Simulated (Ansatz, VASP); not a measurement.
# GaN in two plane-wave programs, part 2 of 2

Aim: how closely do two programs agree when they are given the same cell, functional and k mesh?

VASP 6.6.1 and Ansatz 0.2.0.

So far: Starting point; Ansatz: band structure, HSE06.

The database entry behind the starting cell has ideal inner coordinates that were not refined, so it need not match the best structure at ambient conditions.

### 3. VASP: band structure, HSE06

Level of this step: HSE06; plane waves and PAW (Ga_d, N) (VASP).

The same cell, functional, mesh and smearing now go to VASP, with its own data sets and cutoff.

Lines of VASP's logs that name or quote its potential files are left out, and so is its time.

INCAR

```
SYSTEM = GaN
PREC = Accurate
ENCUT = 460
EDIFF = 1E-06
NELM = 100
ISMEAR = 0
SIGMA = 0.03
LREAL = .FALSE.
ALGO = Normal
LHFCALC = .TRUE.
AEXX = 0.25
GGA = PE
HFSCREEN = 0.2
LASPH = .TRUE.
NBANDS = 24
PRECFOCK = Fast
LORBIT = 11
LWAVE = .FALSE.
LCHARG = .FALSE.
KPAR = 8
```

POSCAR

```
GaN
1.0
    3.1900000000      0.0000000000      0.0000000000
   -1.5950000000      2.7626210381      0.0000000000
    0.0000000000      0.0000000000      5.1890000000
Ga N
2 2
Direct
    0.3333333333      0.6666666667      0.5000000000
    0.6666666667      0.3333333333      0.0000000000
    0.3333333333      0.6666666667      0.8750000000
    0.6666666667      0.3333333333      0.3750000000
```

KPOINTS

```
Automatic mesh
0
Gamma
5 5 3
0 0 0
```

KPOINTS_OPT

```
Line mode
10
Line-mode
Reciprocal
  0.00000000   0.00000000   0.00000000 GAMMA
  0.50000000   0.00000000   0.00000000 M

  0.50000000   0.00000000   0.00000000 M
  0.33333333   0.33333333   0.00000000 K

  0.33333333   0.33333333   0.00000000 K
  0.00000000   0.00000000   0.00000000 GAMMA

  0.00000000   0.00000000   0.00000000 GAMMA
  0.00000000   0.00000000   0.50000000 A

  0.00000000   0.00000000   0.50000000 A
  0.50000000   0.00000000   0.50000000 L

  0.50000000   0.00000000   0.50000000 L
  0.33333333   0.33333333   0.50000000 H

  0.33333333   0.33333333   0.50000000 H
  0.00000000   0.00000000   0.50000000 A

  0.50000000   0.00000000   0.50000000 L
  0.50000000   0.00000000   0.00000000 M

  0.33333333   0.33333333   0.00000000 K
  0.33333333   0.33333333   0.50000000 H
```

PAW data sets: Ga_d and N (PBE family, release 64).

The run is started by

```sh
> mpirun -np 8 vasp_std
```

Numbers of over 12 decimals in the logs are rounded to 6 here.

The program printed:

```text
[banner, memory and clock lines left out]
running    8 mpi-ranks, on    1 nodes
 distrk:  each k-point on    1 cores,    8 groups
 distr:  one band on    1 cores,    1 groups

 POSCAR found type information on POSCAR GaN
 POSCAR found :  2 types and       4 ions
|                                                                             |
|           W    W    AA    RRRRR   N    N  II  N    N   GGGG   !!!           |
|           W    W   A  A   R    R  NN   N  II  NN   N  G    G  !!!           |
|           W    W  A    A  R    R  N N  N  II  N N  N  G       !!!           |
|           W WW W  AAAAAA  RRRRR   N  N N  II  N  N N  G  GGG   !            |
|           WW  WW  A    A  R   R   N   NN  II  N   NN  G    G                |
|           W    W  A    A  R    R  N    N  II  N    N   GGGG   !!!           |
|                                                                             |
|     For optimal performance we recommend to set                             |
|       NCORE = 2 up to number-of-cores-per-socket                            |
|     NCORE specifies how many cores store one orbital (NPAR=cpu/NCORE).      |
|     This setting can greatly improve the performance of VASP for DFT.       |
|     The default, NCORE=1 might be grossly inefficient on modern             |
|     multi-core architectures or massively parallel machines. Do your        |
|     Unfortunately you need to use the default for GW and RPA                |
|     calculations (for HF NCORE is supported but not extensively tested      |
|     yet).                                                                   |
|                                                                             |

 LDA part: xc-table for (Slater+PW92), standard interpolation
 found WAVECAR, reading the header
 POSCAR, INCAR and KPOINTS ok, starting setup
 FFT: planning ... GRIDC
 FFT: planning ... GRID_SOFT
 FFT: planning ... GRID
 reading WAVECAR
 the WAVECAR file was read successfully
 initial charge from wavefunction
 entering main loop
       N       E                     dE             d eps       ncg     rms          rms(c)
DAV:   1    -0.296066686688E+02   -0.29607E+02   -0.23757E+00   664   0.364E+01    0.123E+00
DAV:   2    -0.295837533823E+02    0.22915E-01   -0.22989E-01   752   0.831E+00    0.807E-01
DAV:   3    -0.295718329502E+02    0.11920E-01   -0.39899E-02   744   0.310E+00    0.482E-01
DAV:   4    -0.295712950821E+02    0.53787E-03   -0.71626E-03   824   0.103E+00    0.264E-01
DAV:   5    -0.295709409566E+02    0.35413E-03   -0.54948E-04   776   0.330E-01    0.142E-01
DAV:   6    -0.295708075549E+02    0.13340E-03   -0.14952E-04   560   0.103E-01    0.728E-02
DAV:   7    -0.295707642550E+02    0.43300E-04   -0.20560E-05   704   0.494E-02    0.400E-02
DAV:   8    -0.295707486576E+02    0.15597E-04   -0.50825E-06   600   0.297E-02    0.234E-02
DAV:   9    -0.295707435802E+02    0.50774E-05   -0.32059E-06   552   0.176E-02    0.137E-02
DAV:  10    -0.295707419119E+02    0.16684E-05   -0.10257E-06   320   0.862E-03    0.824E-03
DAV:  11    -0.295707413627E+02    0.54916E-06   -0.44572E-07   272   0.600E-03
   1 F= -.29570741E+02 E0= -.29570741E+02  d E =-.782183E-25
 Start KPOINTS_OPT (optional k-point list driver)
k-point batch [1-10\90]
       N       E                     dE             ncg
DAV:   1     0.841446838448E+03   -0.60539E+04      520
DAV:   2    -0.202926927158E+04   -0.28707E+04      488
DAV:   3    -0.240877104149E+04   -0.37950E+03      544
DAV:   4    -0.242823639589E+04   -0.19465E+02      672
DAV:   5    -0.242860889314E+04   -0.37250E+00      632
DAV:   6    -0.242862000932E+04   -0.11116E-01      760
DAV:   7    -0.242862027385E+04   -0.26453E-03      592
DAV:   8    -0.242862027976E+04   -0.59059E-05      544
DAV:   9    -0.242862027998E+04   -0.21725E-06      408
[...]
k-point batch [81-90\90]
       N       E                     dE             ncg
DAV:   1     0.633437239028E+03   -0.14051E+05      520
DAV:   2    -0.220855672501E+04   -0.28420E+04      520
DAV:   3    -0.254068615912E+04   -0.33213E+03      584
DAV:   4    -0.255425132851E+04   -0.13565E+02      608
DAV:   5    -0.255453498620E+04   -0.28366E+00      576
DAV:   6    -0.255454473196E+04   -0.97458E-02      704
DAV:   7    -0.255454485994E+04   -0.12798E-03      568
DAV:   8    -0.255454486157E+04   -0.16260E-05      424
DAV:   9    -0.255454486173E+04   -0.16023E-06      408
```

OUTCAR, selected parts (step 3):

```text
ion  position               nearest neighbor table
   1  0.333  0.667  0.500-   3 1.95   4 1.95   4 1.95   4 1.95
   2  0.667  0.333  0.000-   4 1.95   3 1.95   3 1.95   3 1.95
   3  0.333  0.667  0.875-   1 1.95   2 1.95   2 1.95   2 1.95
   4  0.667  0.333  0.375-   2 1.95   1 1.95   1 1.95   1 1.95

  LATTYP: Found a hexagonal cell.
 ALAT       =     3.1900000000
 C/A-ratio  =     1.6266457680

 Subroutine GETGRP returns: Found 12 space group operations
 (whereof  6 operations were pure point group operations)

The static configuration has the point symmetry C_3v.
 The point group associated with its full space group is C_6v.

 Found     10 irreducible k-points:

   k-points           NKPTS =     10   k-points in BZ     NKDIM =     75   number of bands    NBANDS=     24

   dimension x,y,z NGX =    24 NGY =   24 NGZ =   36
   dimension x,y,z NGXF=    48 NGYF=   48 NGZF=   72

   ENCUT  =  460.0 eV  33.81 Ry    5.81 a.u.   5.58  5.58  9.07*2*pi/ulx,y,z

   NELECT =      36.0000    total number of electrons

 k-points in reciprocal lattice and weights: Automatic mesh
   0.00000000  0.00000000  0.00000000       0.013
   0.20000000  0.00000000  0.00000000       0.080
   0.40000000 -0.00000000  0.00000000       0.080
   0.20000000  0.20000000  0.00000000       0.080
   0.40000000  0.20000000  0.00000000       0.080
   0.00000000  0.00000000  0.33333333       0.027
   0.20000000  0.00000000  0.33333333       0.160
   0.40000000 -0.00000000  0.33333333       0.160
   0.20000000  0.20000000  0.33333333       0.160
   0.40000000  0.20000000  0.33333333       0.160

  exchange ACFDT corr.  =         0.00000000  see jH, gK, PRB 81, 115126

 average (electrostatic) potential at core
       1 -56.4681       2 -56.4681       3 -56.9694       4 -56.9694

 E-fermi :   4.6979

 k-point     1 :       0.0000    0.0000    0.0000
  band No.  band energies     occupation
    ...
     14       3.3547      2.00000
     15       3.3547      2.00000
     16       4.4264      2.00000
     17       4.4855      2.00000
     18       4.4855      2.00000
     19       7.6771      0.00000
     20      10.1845      0.00000
     21      15.4656      0.00000
     22      15.9498      0.00000
     23      15.9498      0.00000
    ...

 k-point     2 :       0.2000    0.0000    0.0000
  band No.  band energies     occupation
    ...
     14       1.0251      2.00000
     15       2.2023      2.00000
     16       2.6246      2.00000
     17       3.9750      2.00000
     18       4.1282      2.00000
     19       9.6261      0.00000
     20      11.7992      0.00000
     21      13.8401      0.00000
     22      14.7802      0.00000
     23      16.4592      0.00000
    ...

 k-point     3 :       0.4000   -0.0000    0.0000
  band No.  band energies     occupation
    ...
     14      -0.8707      2.00000
     15      -0.2226      2.00000
     16       1.6760      2.00000
     17       2.5843      2.00000
     18       3.5289      2.00000
     19      10.8646      0.00000
     20      11.5679      0.00000
     21      12.1322      0.00000
     22      14.8001      0.00000
     23      16.5004      0.00000
    ...

  energy-cutoff  :      460.00
  volume of cell :       45.73
      direct lattice vectors                 reciprocal lattice vectors
     3.190000000  0.000000000  0.000000000     0.313479624  0.180987545  0.000000000
    -1.595000000  2.762621038  0.000000000     0.000000000  0.361975090  0.000000000
     0.000000000  0.000000000  5.189000000     0.000000000  0.000000000  0.192715359

 POSITION                                       TOTAL-FORCE (eV/Angst)
 -----------------------------------------------------------------------------------
     -0.00000      1.84175      2.59450        -0.000000      0.000000     -0.136370
      1.59500      0.92087      0.00000         0.000000     -0.000000     -0.136370
     -0.00000      1.84175      4.54038         0.000000      0.000000      0.136370
      1.59500      0.92087      1.94588        -0.000000     -0.000000      0.136370
 -----------------------------------------------------------------------------------
    total drift:                               -0.000001     -0.000002     -0.000236

  FREE ENERGIE OF THE ION-ELECTRON SYSTEM (eV)
  ---------------------------------------------------
  free  energy   TOTEN  =       -29.5707413627 eV

  energy  without entropy=      -29.5707413627  energy(sigma->0) =      -29.57074136

 total charge
# of ion       s       p       d       tot
------------------------------------------
    1        0.751   0.891  10.201  11.843
    2        0.751   0.891  10.201  11.843
    3        1.224   2.530   0.000   3.754
    4        1.224   2.530   0.000   3.754
--------------------------------------------------
tot          3.950   6.841  20.402  31.193

[... 3 further parts left out ...]
```

### 4. Side by side

Known differences besides the PAW data sets themselves: exact exchange at q = 0 is treated differently, which shows on coarse meshes; VASP keeps PBE cores, Ansatz makes them for the functional; the cutoff is 420 eV in Ansatz and 460 eV in VASP; VASP takes a coarser grid for exact exchange (PRECFOCK = Fast). Total energies have different zeros and are not compared.

Both answers:

```tsv
quantity	Ansatz	VASP	difference
gap over the path points (eV)	3.175	3.192	-0.017
```

Forces (eV/Å; atoms numbered as in POSCAR):

```tsv
atom	Ansatz x, y, z	VASP x, y, z
Ga1	0.000, 0.000, -0.139	0.000, 0.000, -0.136
Ga2	0.000, 0.000, -0.139	0.000, 0.000, -0.136
N3	0.000, 0.000, 0.139	0.000, 0.000, 0.136
N4	0.000, 0.000, 0.139	0.000, 0.000, 0.136
```

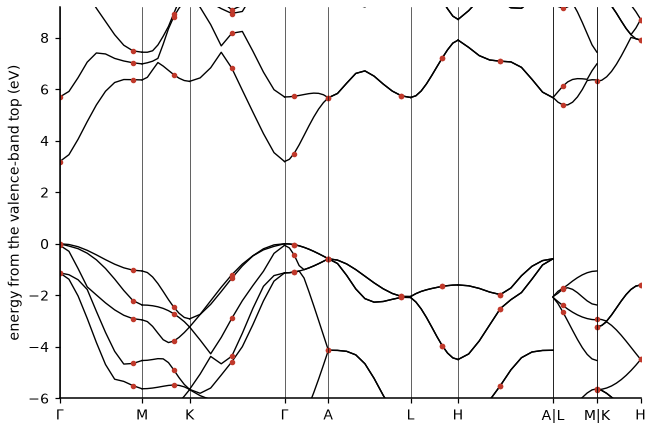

Bands from VASP (lines) and levels from Ansatz (dots). Dots without a line are higher empty bands that the VASP plot leaves out.

Levels at points of the path, from each program's valence-band top (eV; 4 filled, then empty):

```tsv
k (reciprocal lattice)	Ansatz	VASP
0.000 0.000 0.000	-1.13 -0.06 0.00 0.00 3.17 5.69 10.96	-1.13 -0.06 0.00 0.00 3.19 5.70 10.98
0.444 0.000 0.000	-4.64 -2.91 -2.20 -1.02 6.37 7.02 7.48	-4.65 -2.91 -2.21 -1.02 6.37 7.03 7.49
0.389 0.222 0.000	-4.89 -3.78 -2.71 -2.46 6.56 8.80 8.93	-4.89 -3.78 -2.72 -2.46 6.57 8.81 8.93
0.185 0.185 0.000	-4.37 -2.89 -1.34 -1.20 6.80 8.16 8.94	-4.37 -2.90 -1.34 -1.20 6.82 8.17 8.94
0.000 0.000 0.111	-1.10 -0.45 -0.04 -0.04 3.50 5.72 10.86	-1.10 -0.45 -0.04 -0.04 3.52 5.73 10.88
0.000 0.000 0.500	-0.58 -0.58 -0.58 -0.58 5.66 5.66 10.10	-0.58 -0.58 -0.58 -0.58 5.67 5.67 10.10
0.444 0.000 0.500	-2.08 -2.08 -2.04 -2.04 5.74 5.74 9.39	-2.08 -2.08 -2.05 -2.05 5.74 5.74 9.39
0.389 0.222 0.500	-3.96 -3.96 -1.65 -1.65 7.21 7.21 9.43	-3.96 -3.96 -1.66 -1.66 7.21 7.21 9.44
0.185 0.185 0.500	-2.52 -2.52 -1.97 -1.97 7.08 7.08 9.43	-2.52 -2.52 -1.97 -1.97 7.09 7.09 9.44
0.500 0.000 0.389	-2.65 -2.39 -1.75 -1.73 5.39 6.12 9.14	-2.65 -2.40 -1.76 -1.73 5.39 6.12 9.15
```

The forces differ by 1.7 meV/Å r.m.s., which is 2.2 % of the r.m.s. force of 0.08 eV/Å (both taken over all components). Among the levels compared (up to four filled and three empty ones at each point), filled levels agree within 5 meV and empty ones within 18 meV.

### 5. What came out

- difference in gap over the path points (band structure, HSE06): -0.017 eV

The difference in gap over the path points is -0.017 eV (band structure, HSE06), within the 0.08 eV picked in this series as the mark of a large difference. How closely two codes agree says nothing of how well the functional describes the real material.

[Lines on the potential files, build, host, timing and source positions are cut from VASP's logs without a mark.]

[Logs are printed without paths, hosts, clocks, repeated set-up lines and the standing remarks that a program may print on its own settings, such as how far it seeks lower states.]

[Hosts, paths, dates, database ids (printed as entryN), source tags and the programs' standing remarks are cut or masked in the printed files.]
